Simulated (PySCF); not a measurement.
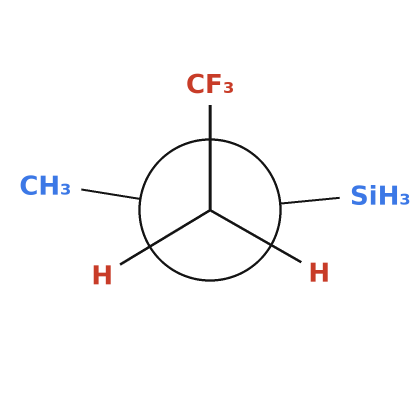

A Newman projection along the C–N bond, carbon in front; angles are drawn as computed, but eclipsed bonds slightly apart. The geometry was computed by an optimisation with PBE0-D3(BJ)/def2-SVP. No frequency run is at hand to confirm it as a minimum.

Which molecule is it?

Answer. C3H8F3NSi, CN([SiH3])CC(F)(F)F

What is the torsion angle from the front CF3 to the back SiH3? The sign is positive where the front bond must turn clockwise to cover the back bond.

Answer. 85°, about perpendicular.
